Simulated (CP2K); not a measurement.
**GeH3Cl (chlorogermane) at revPBE-D3(BJ)/TZV2P-MOLOPT-PBE-GTH (core potential)**

Aim: the energy change on altering one bond length of GeH3Cl (chlorogermane) at revPBE-D3(BJ)/TZV2P-MOLOPT-PBE-GTH (core potential), from 2 runs. 

Program for the calculation: CP2K 2026.2.

3 further runs of the same task are left out: 2 that didn't finish, 1 set aside as unsound or not needed.

## (1) The system as given

The species is GeH3Cl (5 atoms), meant as a singlet with charge 0. SMILES: `[Cl][GeH3]`. Geometry: relaxed at PBE0-D4/def2-TZVP.

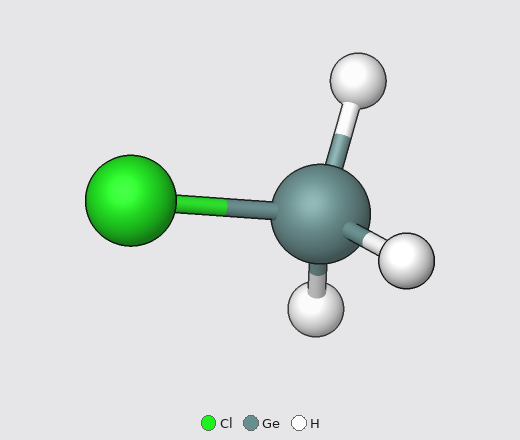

The structure, seen from a chosen angle (chlorine green, germanium teal, hydrogen white).

## (2) A single-point energy at revPBE-D3(BJ)/TZV2P-MOLOPT-PBE-GTH (core potential)

The input, mol.inp:

```
&GLOBAL
   PROJECT_NAME mol
   RUN_TYPE ENERGY
   PRINT_LEVEL MEDIUM
&END GLOBAL

&FORCE_EVAL
   METHOD QS
   &DFT
      BASIS_SET_FILE_NAME BASIS_MOLOPT_UZH
      POTENTIAL_FILE_NAME POTENTIAL_UZH
      &QS
         METHOD GPW
         EPS_DEFAULT 1.0E-10
      &END QS
      &MGRID
         CUTOFF 400
         REL_CUTOFF 50
         NGRIDS 4
      &END MGRID
      &POISSON
         PERIODIC NONE
         POISSON_SOLVER MULTIPOLE
      &END POISSON
      &SCF
         SCF_GUESS ATOMIC
         EPS_SCF 1.0E-06
         MAX_SCF 30
         &OT
            MINIMIZER CG
            PRECONDITIONER FULL_SINGLE_INVERSE
         &END OT
         &OUTER_SCF
            EPS_SCF 1.0E-06
            MAX_SCF 5
         &END OUTER_SCF
      &END SCF
      &XC
         &XC_FUNCTIONAL
            &PBE
               PARAMETRIZATION REVPBE
            &END PBE
         &END XC_FUNCTIONAL
         &VDW_POTENTIAL
            POTENTIAL_TYPE PAIR_POTENTIAL
            &PAIR_POTENTIAL
               TYPE DFTD3(BJ)
               PARAMETER_FILE_NAME dftd3.dat
               REFERENCE_FUNCTIONAL revPBE
               R_CUTOFF 15
            &END PAIR_POTENTIAL
         &END VDW_POTENTIAL
      &END XC
      &PRINT
         &MOMENTS
            PERIODIC F
            REFERENCE COM
            MAX_MOMENT 1
         &END MOMENTS
         &MO_CUBES
            NLUMO 3
            NHOMO -1
            WRITE_CUBE F
         &END MO_CUBES
         &HIRSHFELD OFF
         &END HIRSHFELD
      &END PRINT
   &END DFT
   &SUBSYS
      &CELL
         ABC 9.9 9.3 9.4
         PERIODIC NONE
      &END CELL
      &COORD
         Cl     3.519850     4.970300     5.582000
         Ge     5.557450     4.981500     4.880100
         H      5.556050     5.651600     3.502600
         H      6.014650     3.521700     4.800100
         H      6.380150     5.778300     5.897400
      &END COORD
      &KIND Cl
         BASIS_SET TZV2P-MOLOPT-PBE-GTH-q7
         POTENTIAL GTH-PBE-q7
      &END KIND
      &KIND Ge
         BASIS_SET TZV2P-MOLOPT-PBE-GTH-q4
         POTENTIAL GTH-PBE-q4
      &END KIND
      &KIND H
         BASIS_SET TZV2P-MOLOPT-PBE-GTH-q1
         POTENTIAL GTH-PBE-q1
      &END KIND
   &END SUBSYS
&END FORCE_EVAL
```

Run with:

```sh
$ OMP_NUM_THREADS=1 cp2k.psmp mol.inp > mol.out
```

Output, cut to the lines that bear on the results:

```text
CP2K| version string:                                       CP2K version 2026.2
[...]
 GLOBAL| Method name                                                        CP2K
[...]
 GLOBAL| Run type                                                         ENERGY
[...]
 DFT| Spin restricted Kohn-Sham (RKS) calculation                            RKS
 DFT| Multiplicity                                                             1
[...]
 DFT| Charge                                                                   0
[...]
 FUNCTIONAL| PBE:
[...]
 QS| Method:                                                                 GPW
[...]
 QS| Density cutoff [a.u.]:                                                200.0
[...]
 QS| Relative density cutoff [a.u.]:                                        25.0
[...]
                             - Atoms:                                          5
[...]
                             - Spherical basis functions:                    100
[...]
 Number of electrons:                                                         14
[...]
     1 OT CG       0.80E-01    1.0     0.12316293       -20.0156583214 -2.00E+01
[...]
    23 OT CG       0.83E-01    1.0     0.00000063       -20.7185768555 -3.95E-11
  *** SCF run converged in    23 steps ***
[...]
  Overlap energy of the core charge distribution:               0.00000213825276
  Self energy of the core charge distribution:                -46.27209497890039
  Core Hamiltonian energy:                                     11.12345228925621
  Hartree energy:                                              19.58260240987922
  Exchange-correlation energy:                                 -5.14553355669233
  Dispersion energy:                                           -0.00700515732665
  Total energy:                                               -20.71857685553118
[...]
                     Mulliken Population Analysis
 #  Atom  Element  Kind  Atomic population                           Net charge
       1     Cl       1          7.379172                             -0.379172
       2     Ge       2          3.273892                              0.726108
       3     H        3          1.115425                             -0.115425
       4     H        3          1.115371                             -0.115371
       5     H        3          1.116140                             -0.116140
 # Total charge                             14.000000                 -0.000000
[...]
  Dipole moment [Debye]
    X=  0.1828383E+01 Y=  0.4805180E-02 Z= -0.6381575E+00  Total=      1.9365572
[...]
 HOMO - LUMO gap [eV] :    6.161023
 ENERGY| Total FORCE_EVAL ( QS ) energy [hartree]            -20.718576855531182
[...]
```

Run time: 40 s. Hardware: 1 thread of Arm Neoverse V1, shared host; peak memory 0.74 GiB.

## (3) The distorted shape at the same level

The input, run.inp:

```
&GLOBAL
 PROJECT_NAME run
 RUN_TYPE ENERGY
 PRINT_LEVEL MEDIUM
&END GLOBAL

&FORCE_EVAL
 METHOD QUICKSTEP
 &DFT
  BASIS_SET_FILE_NAME BASIS_MOLOPT_UZH
  POTENTIAL_FILE_NAME POTENTIAL_UZH
  &QS
   METHOD GPW
   EPS_DEFAULT 1.0E-10
  &END QS
  ! real-space grids
  &MGRID
   CUTOFF 400
   REL_CUTOFF 50
   NGRIDS 4
  &END MGRID
  &POISSON
   PERIODIC NONE
   POISSON_SOLVER MULTIPOLE
  &END POISSON
  ! self-consistent field
  &SCF
   SCF_GUESS ATOMIC
   EPS_SCF 1.0E-06
   MAX_SCF 40
   &OT
    MINIMIZER CG
    PRECONDITIONER FULL_SINGLE_INVERSE
   &END OT
   &OUTER_SCF
    EPS_SCF 1.0E-06
    MAX_SCF 10
   &END OUTER_SCF
  &END SCF
  &XC
   &XC_FUNCTIONAL
    &PBE
     PARAMETRIZATION REVPBE
    &END PBE
   &END XC_FUNCTIONAL
   &VDW_POTENTIAL
    POTENTIAL_TYPE PAIR_POTENTIAL
    &PAIR_POTENTIAL
     TYPE DFTD3(BJ)
     PARAMETER_FILE_NAME dftd3.dat
     REFERENCE_FUNCTIONAL revPBE
     R_CUTOFF 15
    &END PAIR_POTENTIAL
   &END VDW_POTENTIAL
  &END XC
  ! extra output
  &PRINT
   &MOMENTS
    PERIODIC F
    REFERENCE COM
    MAX_MOMENT 1
   &END MOMENTS
   &MO_CUBES
    NLUMO 3
    NHOMO -1
    WRITE_CUBE F
   &END MO_CUBES
   &HIRSHFELD OFF
   &END HIRSHFELD
  &END PRINT
 &END DFT
 ! structure
 &SUBSYS
  &CELL
   ABC 10.8 10.2 10.6
   PERIODIC NONE
  &END CELL
  &COORD
   Cl     3.476234     4.942224     5.571624
   Ge     5.513834     4.953424     4.869724
   H      5.512434     5.623523     3.492224
   H      5.971034     3.493623     4.789724
   H      7.323767     6.706376     7.107776
  &END COORD
  &KIND Cl
   BASIS_SET TZV2P-MOLOPT-PBE-GTH-q7
   POTENTIAL GTH-PBE-q7
  &END KIND
  &KIND Ge
   BASIS_SET TZV2P-MOLOPT-PBE-GTH-q4
   POTENTIAL GTH-PBE-q4
  &END KIND
  &KIND H
   BASIS_SET TZV2P-MOLOPT-PBE-GTH-q1
   POTENTIAL GTH-PBE-q1
  &END KIND
 &END SUBSYS
&END FORCE_EVAL
```

Run with:

```sh
$ OMP_NUM_THREADS=1 cp2k.psmp -i run.inp -o run.out
```

Output, cut to the lines that bear on the results:

```text
CP2K| version string:                                       CP2K version 2026.2
[...]
 GLOBAL| Method name                                                        CP2K
[...]
 GLOBAL| Run type                                                         ENERGY
[...]
 GENERATE| WARNING:: No connections detected for Hydrogen - Atom Nr:         5 !
 GENERATE|  Preliminary Number of Bonds generated:                             0
 GENERATE|  Achieved consistency in connectivity generation.
[...]
 DFT| Spin restricted Kohn-Sham (RKS) calculation                            RKS
 DFT| Multiplicity                                                             1
[...]
 DFT| Charge                                                                   0
[...]
 FUNCTIONAL| PBE:
[...]
 QS| Method:                                                                 GPW
[...]
 QS| Density cutoff [a.u.]:                                                200.0
[...]
 QS| Relative density cutoff [a.u.]:                                        25.0
[...]
                             - Atoms:                                          5
[...]
                             - Spherical basis functions:                    100
[...]
 Number of electrons:                                                         14
[...]
     1 OT CG       0.80E-01    1.3     0.11001181       -19.7887680693 -1.98E+01
[...]
    29 OT CG       0.15E+00    1.3     0.00000080       -20.5757875989 -8.06E-11
  *** SCF run converged in    29 steps ***
[...]
  Overlap energy of the core charge distribution:               0.00000143029485
  Self energy of the core charge distribution:                -46.27209497890039
  Core Hamiltonian energy:                                     10.93485796060595
  Hartree energy:                                              19.76813386946733
  Exchange-correlation energy:                                 -5.00002112028923
  Dispersion energy:                                           -0.00666476010555
  Total energy:                                               -20.57578759892704
[...]
  Dipole moment [Debye]
    X=  0.2506480E+00 Y= -0.1075851E+01 Z= -0.1847800E+01  Total=      2.1528223
[...]
 HOMO - LUMO gap [eV] :    1.083372
 ENERGY| Total FORCE_EVAL ( QS ) energy [hartree]            -20.575787598927036
[...]
```

It took 64 s on 1 thread of Arm Neoverse V1, shared host; peak memory 0.88 GiB.

## (4) Summary of results

Level: revPBE-D3(BJ)/TZV2P-MOLOPT-PBE-GTH (core potential).

| quantity | value |
| --- | --- |
| first shape: total energy | -20.71858 Eh |
| first shape: dipole moment | 1.94 D |
| first shape: HOMO energy | -7.33 eV |
| first shape: LUMO energy | -1.17 eV |
| first shape: HOMO–LUMO gap | 6.16 eV |
| first shape: dispersion energy | -18.39 kJ/mol |
| distorted shape: total energy | -20.57579 Eh |
| distorted shape: dipole moment | 2.15 D |
| distorted shape: HOMO energy | -5.90 eV |
| distorted shape: LUMO energy | -4.81 eV |
| distorted shape: HOMO–LUMO gap | 1.08 eV |
| distorted shape: dispersion energy | -17.50 kJ/mol |
| energy change with the Ge2–H5 bond stretched from 1.532 to 3.370 Å | 3.885 eV |

What this shows: One bond (distorted shape) is far stretched, which a spin-restricted single reference describes badly; a broken-symmetry solution may lie lower. With the Ge2–H5 bond stretched from 1.532 to 3.370 Å the energy rises by 3.89 eV (375 kJ/mol). The first shape isn't relaxed at this level, so the change isn't measured from a minimum. A restricted reference can't describe the breaking bond well at this length.
